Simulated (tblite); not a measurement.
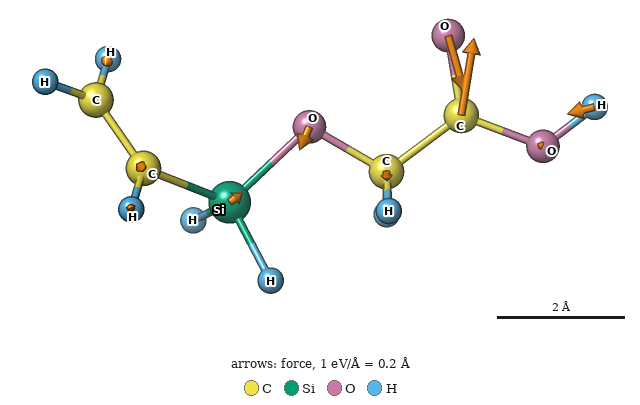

Starting geometry of C₄H₈O₃Si with the computed forces as orange arrows. A ball-and-stick model, seen at a tilt.

Computed with GFN2-xTB geometry optimisation, gas phase (tblite 0.8.0). 

What follows when this structure is relaxed?

Answer. It isn't relaxed: the largest force vector, on a C atom, is 6.26 eV/Å. The final displacements have little in common with the starting forces (cosine between the two patterns 0.20). The energy falls by 128.9 kJ/mol in 152 geometry steps. An H atom moves most after the best rigid fit: 2.19 Å. By element the largest moves are H 2.19 Å, O 1.95 Å, C 1.02 Å, Si 0.44 Å. Among the contacts that change: O–Si 4.337 → 2.714 Å, O–Si 1.732 → 1.639 Å, C–O 1.279 → 1.200 Å, H–O 1.026 → 0.972 Å. Among the angles between lasting bonds that change: Si–O–C 106.4° → 131.9°, C–O–H 121.9° → 110.6°, O–Si–H 105.3° → 94.5°. Groups turn about C–O by about 175°, O–Si by about 160°, C–Si by about 125°.
